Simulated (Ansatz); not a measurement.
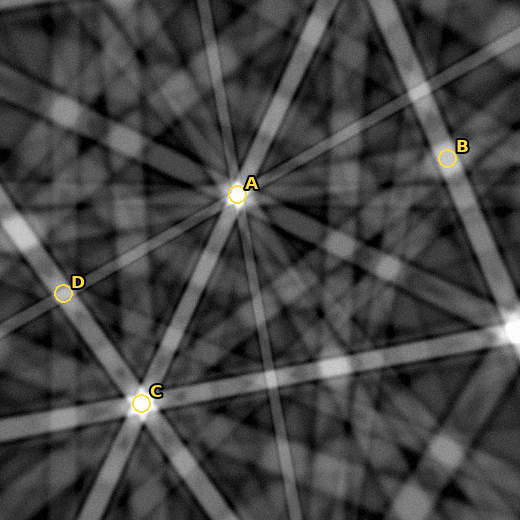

Simulated Kikuchi (electron backscatter) pattern at 15 kV: kinematic bands of width 2θ(Bragg) in gnomonic projection, seen from the camera side; the frame spans ±37° from its centre. Crystal: SnGe2, space group Fm-3m (No. 225), a = 6.68 Å. Structure: coordinates from a relaxation with Ansatz, DFT PBEsol, scalar-relativistic, plane waves, PAW; the starting structure was generated, so it need not be a known form of this composition.

```csv
atom,site,symmetry,x,y,z
Sn,4a,m-3m,0.0000,0.0000,0.0000
Ge,8c,-43m,0.2500,0.2500,0.7500
```

Pole A is [110] and pole B is [31-1].

Index the poles C and D.

C is [111], 35.3° from A and 58.5° from B. D is [121], 30.0° from A and 60.5° from B.

Which band joins A and B, and how wide is it?

It comes from the planes common to both zones. The strongest order is 2 -2 4 with d = 1.363 Å, so the band is 2θ = 4.2° wide (λ = 0.0994 Å).
